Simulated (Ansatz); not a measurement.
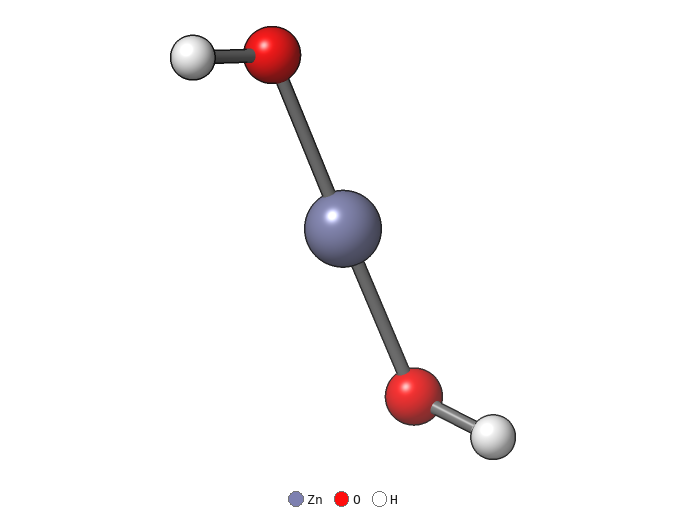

The geometry was computed by an optimisation with PBE0-D4/def2-TZVP.

Which formula does it have?

H2O2Zn, 5 atoms: 2 hydrogen, 2 oxygen and 1 zinc.

How many bonds of each kind are drawn?

2 O–Zn, 2 O–H. Sticks follow a distance rule.

More results for the same structure follow; atom numbers are the same in all pictures, views and colours differ.

Electronic properties

Level of theory: RKS PBE0-D4/def2-TZVPP (Ansatz 0.2.0).

Estimate the LUMO energy (Kohn–Sham orbital).

−1.04 eV.

What is the HOMO energy (Kohn–Sham orbital)?

−8.42 eV.

Charges

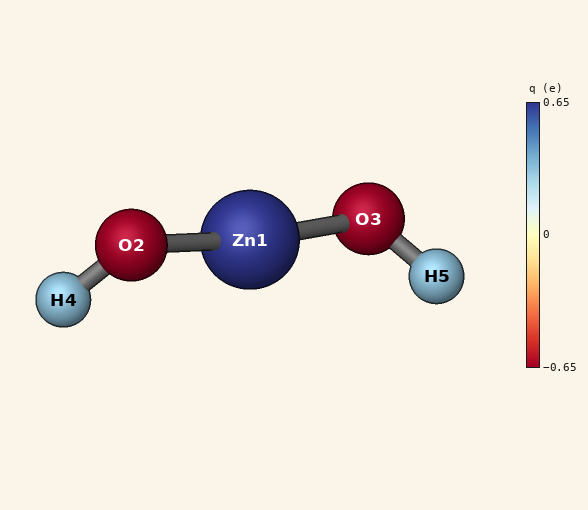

Atoms are coloured by their Mulliken charges. Properties computed with RKS PBE0-D4/def2-TZVP (Ansatz 0.2.0).

List the Mulliken charges.

| atom | value (e) |
| --- | --- |
| Zn1 | 0.64 |
| O2 | −0.64 |
| O3 | −0.64 |
| H4 | 0.32 |
| H5 | 0.32 |

Dipole moment

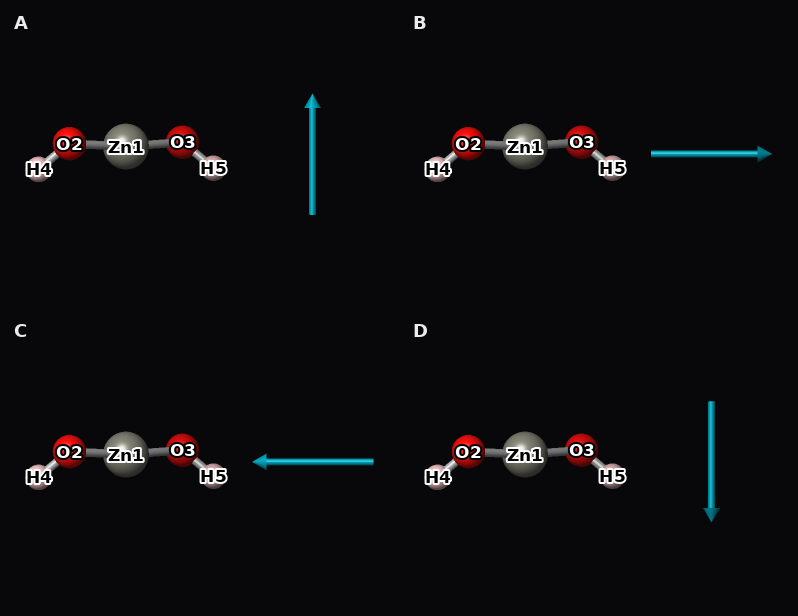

The same molecule four times, each with an arrow. Method: RKS PBE0-D4/def2-TZVP (Ansatz 0.2.0).

Which arrow points along the dipole moment, from the negative to the positive end?

D. The dipole moment is 1.99 D; it points from the side of Zn1, O2, O3 to the side of H4, H5 (the outermost atoms at the two ends).

Mulliken values depend strongly on the basis set and can even reverse the polarity of a bond.
